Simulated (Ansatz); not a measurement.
**GeNH4O (SMILES [NH][GeH2][OH]) at U-wB97M-V/def2-SVPD**

What is the vertical ionisation energy of GeNH4O at U-wB97M-V/def2-SVPD? 

The calculation is run with Ansatz 0.2.0.

66 further runs of the same task are left out: 66 set aside as unsound or not needed.

### Step 1. The molecule

GeNH4O: 7 atoms, total charge 0, spin state doublet. SMILES: `[NH][GeH2][OH]`. The coordinates come from a PBE0-D4/def2-TZVP relaxation. This is one conformer, not always the lowest.

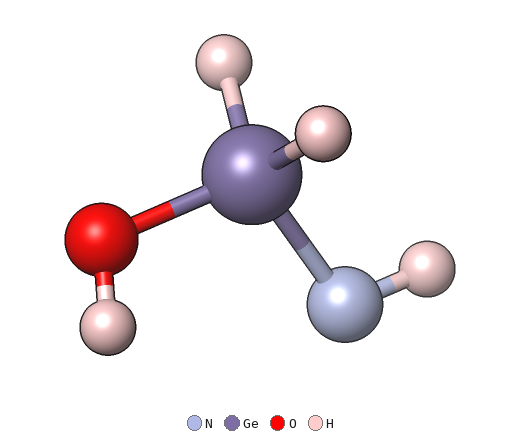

The structure, seen from a chosen angle (nitrogen light blue, germanium purple, oxygen red, hydrogen pink).

### Step 2. The energy at U-wB97M-V/def2-SVPD

run.yaml reads:

```yaml
crystal:
  periodic: [false, false, false]
  atoms:
    - symbol: N
      position_ang: [-1.180000, -0.629600, -0.704300]
    - symbol: Ge
      position_ang: [0.091800, 0.357900, 0.227300]
    - symbol: O
      position_ang: [1.488100, -0.708500, 0.454200]
    - symbol: H
      position_ang: [-2.073700, -0.127300, -0.724700]
    - symbol: H
      position_ang: [0.468500, 1.575300, -0.644200]
    - symbol: H
      position_ang: [-0.348300, 0.758200, 1.642900]
    - symbol: H
      position_ang: [1.614800, -1.294000, -0.296700]
basis:
  gaussian: {orbitals: def2-SVPD}
magnetization: {spin_polarized: true, initial_magnetization: 1}
hamiltonian: {xc: {name: wB97M-V}}
accuracy: high
output: {orbitals: {seedname: orbitals}}
```

Started as:

```
$ ansatz run run.yaml --threads 1 --pin off --max-ram 3480MiB --events-out events.jsonl --progress --plain --runs-dir runs
```

The program printed:

```text
Warning: RAYON_NUM_THREADS=1 ignored (pool sized by the plan → 1); use --threads N
Functional definition: wB97M-V
  name "wB97M-V"
  parameter omega = 0.3/bohr
  parameter cx = 0.15
  parameter cx01 = 1.007
  parameter cx10 = 0.259
  parameter css00 = 0.443
  parameter css04 = -1.437
  parameter css10 = -4.535
  parameter css20 = -3.390
  parameter css43 = 4.278
  parameter cos00 = 1.000
  parameter cos10 = 1.358
  parameter cos20 = 2.924
  parameter cos21 = -8.812
  parameter cos60 = -1.390
  parameter cos61 = 9.142
  parameter b = 6.0
  parameter c = 0.01
  gx(w, u) = 1 - cx + cx01*u + cx10*w
  gss(w, u) = css00 + css04*u^4 + css10*w + css20*w^2 + css43*w^4*u^3
  gos(w, u) = cos00 + cos10*w + (cos20 + cos21*u)*w^2 + (cos60 + cos61*u)*w^6
  exchange = spin_sum(e_x_unif_sr(omega)*gx(b97_w, b97_u_x)) + cx*exact_x_sr(omega) + exact_x_lr(omega)
  correlation = spin_sum(e_c_pw_mod_same_spin*gss(b97_w, b97_u_same))
      + integral(e_c_pw_mod_opposite_spin*gos(b97_w_opposite, b97_u_opposite)) + vv10(b, c)
2285 factors; integrals over basis functions are off by at most 4.7e-9 eV
449 factors; integrals over basis functions are off by at most 1.9e-9 eV
mean field evaluation 1: about -60098.3616 eV, gradient 4.0e1 eV
mean field evaluation 2: about -60096.3381 eV, gradient 4.8e1 eV
mean field evaluation 4: about -60104.9257 eV, gradient 2.4e0 eV
mean field evaluation 8: about -60105.0217 eV, gradient 2.6e-1 eV
mean field evaluation 16: about -60105.0237 eV, gradient 1.8e-3 eV
mean field evaluation 32: about -60105.0237 eV, gradient 4.5e-7 eV
mean field -60105.02371343 eV, -2208.8188808202 hartree, gradient 1.4e-8 eV, S^2 0.754276; 2 other end points of the search recorded, 0 dependent functions left out
reference -60105.02371841 eV, -2208.8188810034 hartree; 26, 25 occupied and 87, 88 virtual orbitals, 2285 factors
Total energy: -60105.02371841 eV, -2208.8188810034 hartree
```

Wall time 2.6 min (1 thread of Arm Neoverse V1, shared host); peak memory 1.2 GiB.

### Step 3. The singlet cation at the same level

in.yaml reads:

```yaml
basis:
  gaussian: {orbitals: def2-SVPD}
crystal:
  periodic: [false, false, false]
  atoms:
    - {symbol: N, position_ang: [-1.180000, -0.629600, -0.704300]}
    - {symbol: Ge, position_ang: [0.091800, 0.357900, 0.227300]}
    - {symbol: O, position_ang: [1.488100, -0.708500, 0.454200]}
    - {symbol: H, position_ang: [-2.073700, -0.127300, -0.724700]}
    - {symbol: H, position_ang: [0.468500, 1.575300, -0.644200]}
    - {symbol: H, position_ang: [-0.348300, 0.758200, 1.642900]}
    - {symbol: H, position_ang: [1.614800, -1.294000, -0.296700]}
output: {orbitals: {seedname: orbitals}}
total_charge: 1
accuracy: high
hamiltonian: {xc: {name: wB97M-V}}
```

Started as:

```
$ ansatz run in.yaml --threads 1 --pin off --max-ram 3480MiB --events-out events.jsonl --progress --plain --runs-dir runs
```

The program printed, shortened:

```text
Warning: RAYON_NUM_THREADS=1 ignored (pool sized by the plan → 1); use --threads N
[... 2 set-up lines as earlier in the session ...]
[...]
  gx(w, u) = 1 - cx + cx01*u + cx10*w
  gss(w, u) = css00 + css04*u^4 + css10*w + css20*w^2 + css43*w^4*u^3
  gos(w, u) = cos00 + cos10*w + (cos20 + cos21*u)*w^2 + (cos60 + cos61*u)*w^6
[...]
      + integral(e_c_pw_mod_opposite_spin*gos(b97_w_opposite, b97_u_opposite)) + vv10(b, c)
2284 factors; integrals over basis functions are off by at most 4.7e-9 eV
449 factors; integrals over basis functions are off by at most 1.9e-9 eV
[...]
mean field -60093.80921937 eV, -2208.4067557651 hartree, gradient 6.0e-8 eV, S^2 0.000000; 0 other end points of the search recorded, 0 dependent functions left out
reference -60093.80922497 eV, -2208.4067559708 hartree; 25, 25 occupied and 88, 88 virtual orbitals, 2284 factors
Total energy: -60093.80922497 eV, -2208.4067559708 hartree
```

It took 1.8 min on 1 thread of Arm Neoverse V1, shared host; peak memory 0.69 GiB.

### Step 4. Results

Level: U-wB97M-V/def2-SVPD.

| quantity | value |
| --- | --- |
| doublet GeNH4O: total energy | -2208.81888 Eh |
| doublet GeNH4O: HOMO energy (highest over α and β) | -10.49 eV |
| doublet GeNH4O: LUMO energy (lowest over α and β) | -1.33 eV |
| doublet GeNH4O: ⟨S²⟩ | 0.754 |
| singlet cation: total energy | -2208.40676 Eh |
| singlet cation: HOMO energy | -16.90 eV |
| singlet cation: LUMO energy | -11.04 eV |
| singlet cation: HOMO–LUMO gap | 5.86 eV |
| vertical ionisation energy (to the singlet cation) | 11.214 eV |

**Reading.** The vertical ionisation energy comes to 11.21 eV (1082 kJ/mol). Only the singlet of the ionised species was computed; a triplet could lie lower.
